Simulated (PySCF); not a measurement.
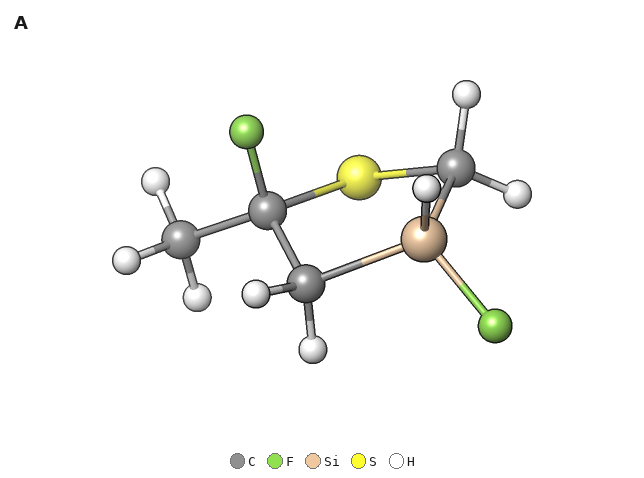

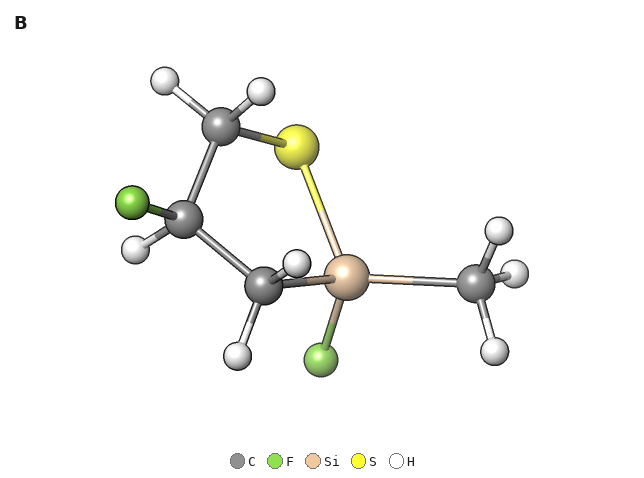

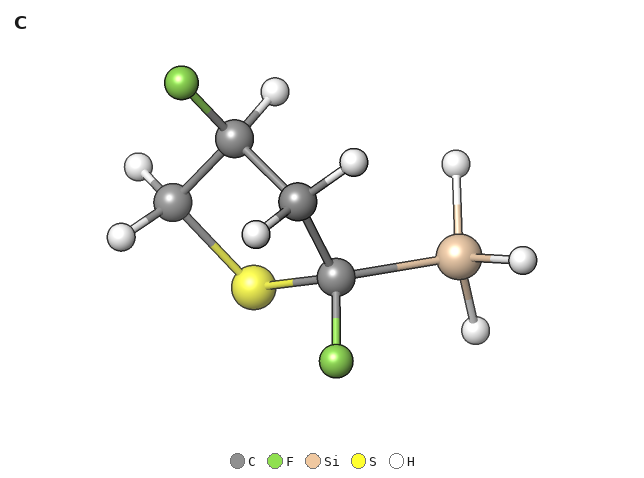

3 stationary structures of one formula. Geometries: GFN2-xTB. Electronic energies: CAM-B3LYP/def2-SVPD (PySCF 2.14.0), without zero-point energy. No frequency run is at hand to confirm each as a minimum.

**How are they related?**

They are constitutional isomers of C4H8F2SSi: A `C[C@@]1(F)C[Si@@H](F)CS1`, B `C[Si@@]1(F)C[C@@H](F)CS1`, C `F[C@@H]1CS[C@@](F)([SiH3])C1`.

**Rank them by energy, lowest first.**

B is lowest; A lies 24.1 kcal/mol above it, C lies 82.5 kcal/mol above it.

The geometry is semi-empirical. Around Si such bond lengths and angles can be off by a tenth of an ångström or more and by several degrees, and values that hang on the shape move with them.
